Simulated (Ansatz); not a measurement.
Relaxed CdS (zinc blende):

```xyz
2
Lattice="0.0000 2.9389 2.9389 2.9389 0.0000 2.9389 2.9389 2.9389 0.0000" Properties=species:S:1:pos:R:3 pbc="T T T"
S      4.4084     4.4084     4.4084
Cd     0.0000     0.0000     0.0000
```

Scan: atom 1 (S, nearest neighbour Cd at 2.545 Å; its periodic images, 4.2 Å or more away, move with it) is displaced towards the nearest neighbour, direction (-0.577, -0.577, 0.577) in Cartesian axes, by s. The other atoms stay.

The numbers are results of r2SCAN (plane waves to 500 eV, PAW, scalar-relativistic; Ansatz, a quantum-chemistry and plane-wave program), not measurements. k mesh 8×8×8 (Γ-centred), Fermi-Dirac smearing 0.05 eV. Energies are smeared free energies. CdS was relaxed with its symmetry unable to fall. ΔE is measured from the undisplaced structure.

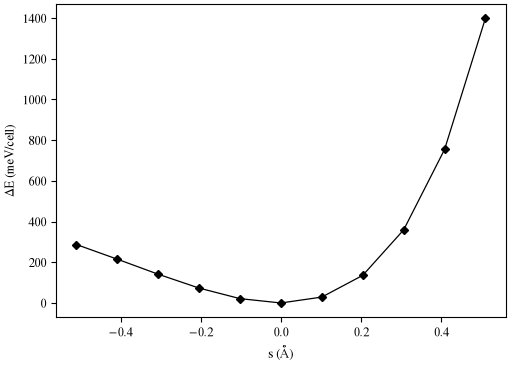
ΔE (meV/cell) against s (Å); markers are the computed points, lines only join them.

Task: Is the energy the same for displacements of ±0.510 Å, and if not, which side lies higher?

Result: Not even: the positive side lies higher at ±0.510 Å.

Task: What is the energy change at s = 0.510 Å?

Result: About 1400 meV/cell.

(For displaced atoms, the force is minus the slope of the energy, and its curvature is a force constant, which sets phonon frequencies.)
